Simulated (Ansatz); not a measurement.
CH3AlGa (charge −1)

The calculation's input:

```
basis:
  gaussian:
    orbitals: def2-TZVPD
crystal:
  periodic: [false, false, false]
  atoms:
    - symbol: C
      position_ang: [0.028743, -0.160418, -0.662009]
    - symbol: Al
      position_ang: [-1.075892, 0.626884, 0.834768]
    - symbol: Ga
      position_ang: [-1.551293, -1.330155, -1.407846]
    - symbol: H
      position_ang: [-0.052136, 0.600535, -1.493212]
    - symbol: H
      position_ang: [1.088606, -0.479693, -0.607666]
    - symbol: H
      position_ang: [-2.519959, -0.080032, -0.145295]
total_charge: -1
hamiltonian:
  xc: {name: PBE0}
output: {forces: true, orbitals: {seedname: orbitals}}
```

Command:

```sh
ansatz run input.yaml --threads 2 --pin off --max-ram 4350MiB --events-out events.jsonl --progress --plain --runs-dir runs
```

Geometry: BLYP-D3(BJ)/def2-SVPD.

Theory: isolated molecule in a Gaussian basis; Kohn-Sham density functional theory, functional PBE0 in Ansatz.

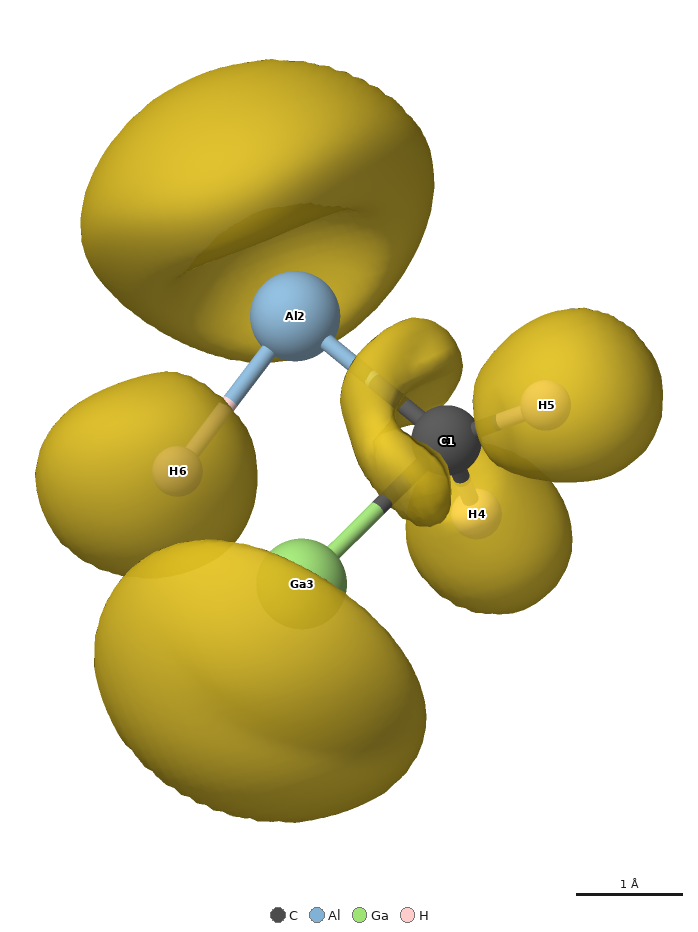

Figure 1. Isosurface of the ELF at 0.8 (yellow), seen at an oblique angle. Only the valence region is drawn (cores and ρ < 0.01 e/Å³ removed).

**Describe the localisation domains.**

The ELF exceeds this value in three regions around hydrogen nuclei, one lobe of the valence shell of C pointing towards Al (polar bonds), one lobe on Al, pointing away from the bonds (lone pairs) and one lobe on Ga, pointing away from the bonds (lone pairs). Along the contacts the grid gives the following. C–Al (2.02 Å): the ELF peaks at about 0.95 between the atoms: a shared but strongly polarised pair. C–Ga (2.10 Å): the ELF peaks at about 0.85 in the valence shell of C, 0.7 Å from its nucleus, and is about 0.50 at the midpoint.

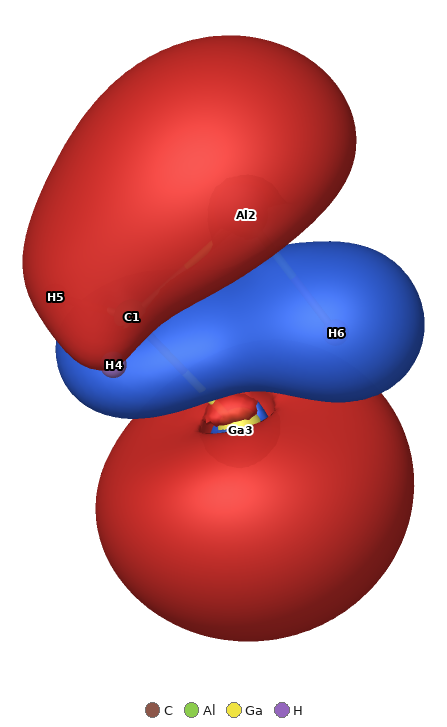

Figure 2. The HOMO−1 at ±0.05 Å⁻³ᐟ² (red and blue are the two phases), seen at a tilt.

**Where does this orbital lie, and at what energy?**

By Hirshfeld shares it lies mainly on Ga3 (about 50 %), Al2 (about 25 %), C1 (about 15 %) and H6 (about 5 %). Its energy is −0.90 eV.
